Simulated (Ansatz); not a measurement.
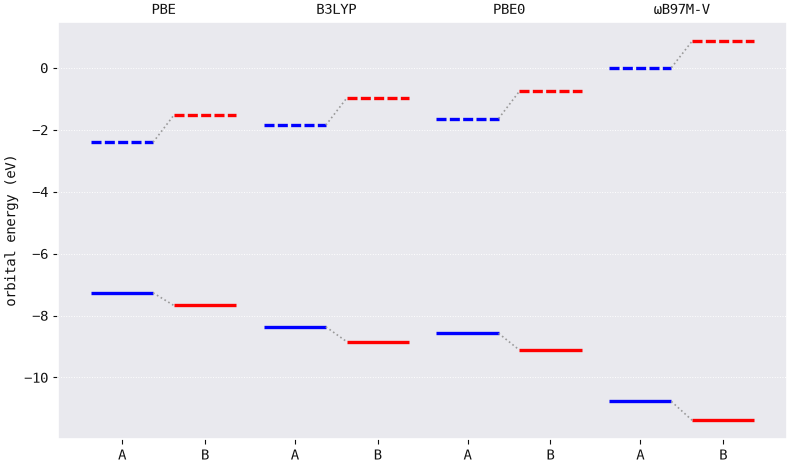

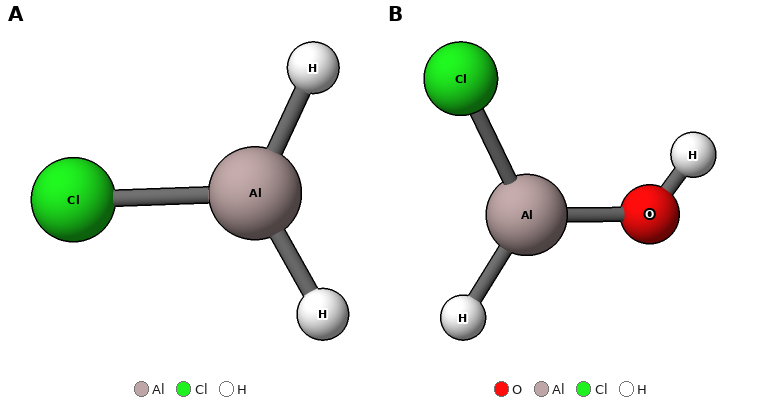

One change: A, AlH₂Cl (SMILES [AlH2][Cl]), becomes B, AlH₂OCl (SMILES [OH][AlH][Cl]). H on Al is replaced by OH. HOMO (solid) and LUMO (dashed) computed in def2-TZVPP at PBE0-D4/def2-TZVP geometries, both minima by their frequencies, gas phase, the Ansatz code 0.2.0. Empty levels above zero depend strongly on the basis.

What does the change do to HOMO and LUMO?

Answer. PBE: the HOMO falls by 0.41 eV, the LUMO rises by 0.88 eV, and the separation goes from 4.86 to 6.15 eV. B3LYP: the HOMO falls by 0.48 eV, the LUMO rises by 0.87 eV, and the separation goes from 6.52 to 7.86 eV. PBE0: the HOMO falls by 0.54 eV, the LUMO rises by 0.88 eV, and the separation goes from 6.94 to 8.35 eV. ωB97M-V: the HOMO falls by 0.61 eV, the LUMO rises by 0.86 eV, and the separation goes from 10.78 to 12.24 eV.

Do the functionals agree on the effect?

Answer. They agree on the direction for both levels; the HOMO shift lies between −0.61 and −0.41 eV and the LUMO shift between 0.86 and 0.88 eV, while the separations themselves differ by up to 6.1 eV between functionals.
